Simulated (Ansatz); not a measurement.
The starting structures come from a database of crystals and need not be the phases stable at ambient conditions.

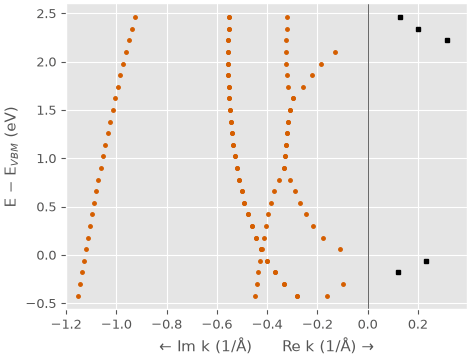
Figure. Complex bands at the centre of the two-dimensional zone; r2SCAN run with Ansatz (a quantum-chemistry and plane-wave program)

No gap correction and no spin-orbit coupling; mid-gap values are interpolated between computed energies.

### Question
This is PbIF (P4/nmm, not sure to be the ambient phase, 6 atoms a cell, 26.5 Å³ an atom) along the normal of (001). Read off the slowest decay at the centre of the two-dimensional zone at 1.14 eV, the computed energy nearest the middle of the gap.

### Answer
κ ≈ 0.33 1/Å, a decay length 1/(2κ) of the density of 1.5 Å.
